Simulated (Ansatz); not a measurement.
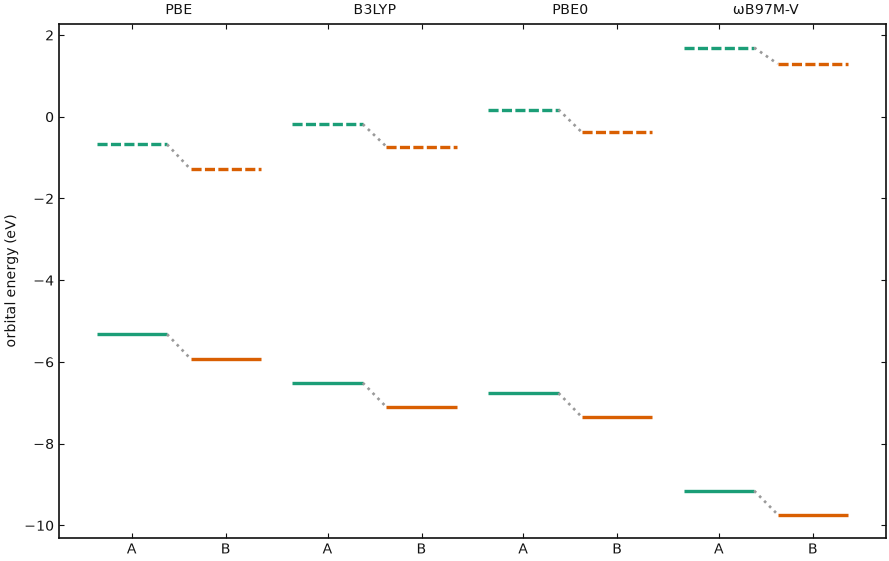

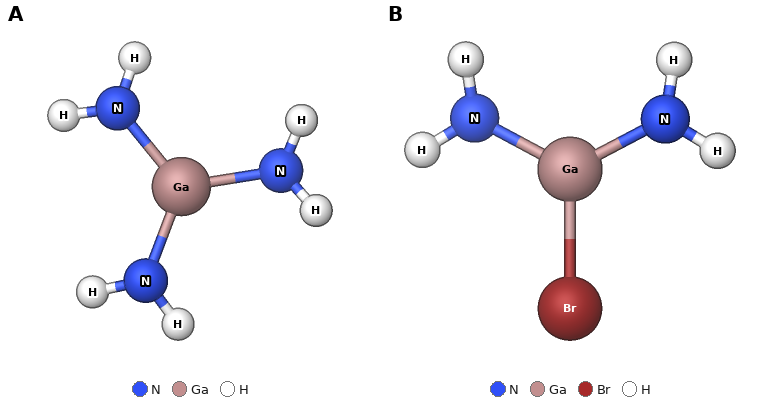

One change: A, GaN₃H₆ (SMILES [NH2][Ga]([NH2])[NH2]), becomes B, GaN₂H₄Br (SMILES [NH2][Ga]([NH2])[Br]). NH₂ on Ga is replaced by Br. HOMO (solid) and LUMO (dashed) computed in def2-TZVPP at PBE0-D4/def2-TZVP geometries, both minima by their frequencies, gas phase, the Ansatz code 0.2.0. Empty levels above zero depend strongly on the basis.

What does the change do to HOMO and LUMO?

Answer. PBE: the HOMO falls by 0.60 eV, the LUMO falls by 0.61 eV, and the separation goes from 4.65 to 4.64 eV. B3LYP: the HOMO falls by 0.59 eV, the LUMO falls by 0.55 eV, and the separation goes from 6.33 to 6.37 eV. PBE0: the HOMO falls by 0.59 eV, the LUMO falls by 0.56 eV, and the separation goes from 6.94 to 6.97 eV. ωB97M-V: the HOMO falls by 0.58 eV, the LUMO falls by 0.40 eV, and the separation goes from 10.85 to 11.03 eV.

Do the functionals agree on the effect?

Answer. They agree on the direction for both levels; the HOMO shift lies between −0.60 and −0.58 eV and the LUMO shift between −0.61 and −0.40 eV, while the separations themselves differ by up to 6.4 eV between functionals.
